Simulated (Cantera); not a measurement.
Feed: 1 mol trisilylamine, 0.43 mol N₂, held at 75.0 Torr.

Equilibrium computed with Cantera from the NASA thermochemical tables; the gas is ideal and each condensed phase is pure. Candidate condensed phases: Si, Si₃N₄; 18 gas species. The feed counts by its element totals alone. Mutual solubility and eutectic melting of coexisting phases are not modelled. The tables' values for SiN are old estimates; treat these amounts as uncertain. Gases not in the tables: Si₂H₆ and higher silanes. Kinetics and transport are ignored.

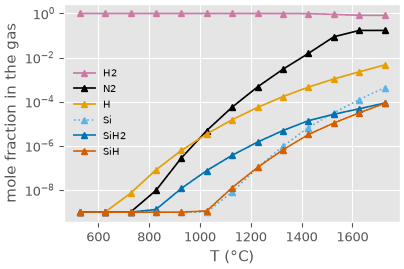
Fig. 1. Equilibrium gas composition (values under 1e-9 drawn at 1e-9)

From 527 °C to 1327 °C the condensed part is Si(s) + Si₃N₄(s). From 1427 °C to 1527 °C the condensed part is Si(l) + Si₃N₄(s). From 1627 °C to 1727 °C the condensed part is Si(l). The main Si-bearing gas is SiH₄ at 527 °C and Si at 1727 °C.
